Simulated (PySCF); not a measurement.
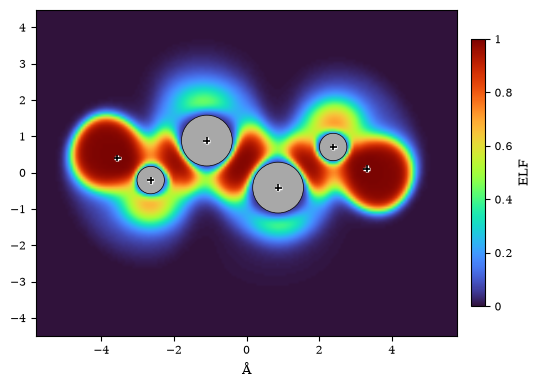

The electron localisation function on a plane through atoms (crosses mark nuclei in the plane; grey discs cover the cores).

The calculation used PBE0/pcSseg-1, SCF density, gas phase, non-relativistic in PySCF 2.14.0.

Candidates:
A. F6SSi2
B. C6H3B
C. C4H14Si2

> Which system is this?

Candidate C: C4H14Si2 on the plane of atoms C4, Si1 and Si8, which holds Si, C and H. C–Si (1.89 Å): the ELF peaks at about 0.95 between the atoms; localised, covalent bonding. Si–Si (2.35 Å): the ELF peaks at about 1 between the atoms; localised, covalent bonding.
